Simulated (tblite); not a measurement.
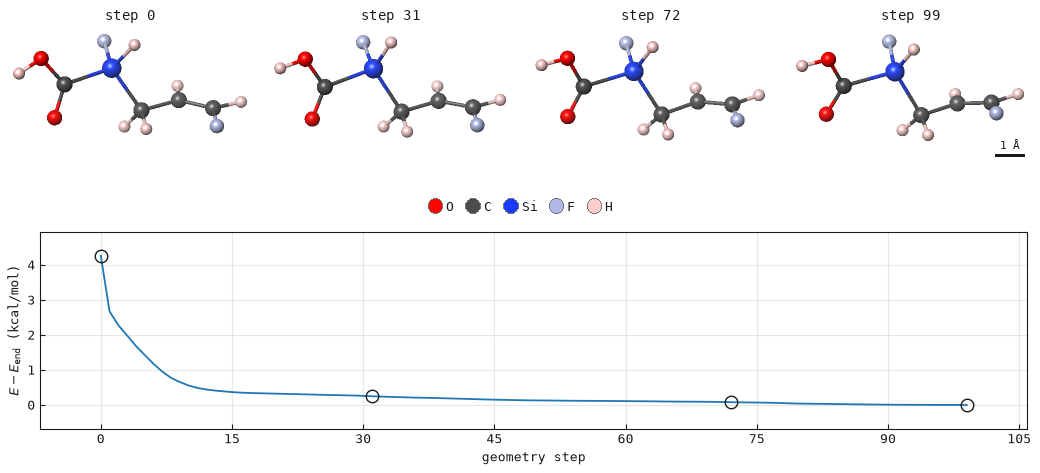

Frames of a relaxation of C4H6F2O2Si, marked on the history of the run. The picture is a ball-and-stick view, seen at a tilt.

The calculation used GFN2-xTB geometry optimisation, gas phase in tblite 0.8.0. 

Question: What happens along the run?

Answer: Over 99 geometry steps the energy falls by 4.26 kcal/mol. The atom that moves furthest after the best rigid fit is an F atom (0.46 Å). By element the largest moves are F 0.46 Å, O 0.46 Å, H 0.32 Å, C 0.20 Å, Si 0.20 Å. Among the contacts that change: H–Si 1.491 → 1.451 Å, C–Si 1.887 → 1.924 Å, C–O 1.368 → 1.335 Å, C–Si 1.887 → 1.902 Å. Among the angles between lasting bonds that change: O–C–Si 120.2° → 110.9°, C–Si–H 109.4° → 118.0°, O–C–Si 119.8° → 126.8°. Cost: 0.56 s on 1 thread of Arm Neoverse V2, with other jobs on the host. From step 0 to 31: an H atom moves most (0.19 Å), energy −4.01 kcal/mol. From step 31 to 72: an O atom moves most (0.21 Å), energy −0.17 kcal/mol. From step 72 to 99: an F atom moves most (0.25 Å), energy −0.08 kcal/mol.

```
step  E − E(0), kcal/mol
   0                0.00
   1               -1.59
   2               -1.98
   3               -2.28
   4               -2.57
   5               -2.83
   6               -3.08
   7               -3.30
   8               -3.48
   9               -3.60
  10               -3.70
  15               -3.89
  19               -3.93
  24               -3.96
  29               -3.99
  33               -4.03
  38               -4.06
  43               -4.10
  47               -4.12
  52               -4.14
  57               -4.15
  62               -4.16
  66               -4.17
  71               -4.18
  76               -4.20
  80               -4.22
  85               -4.24
  90               -4.26
  94               -4.26
  99               -4.26
```
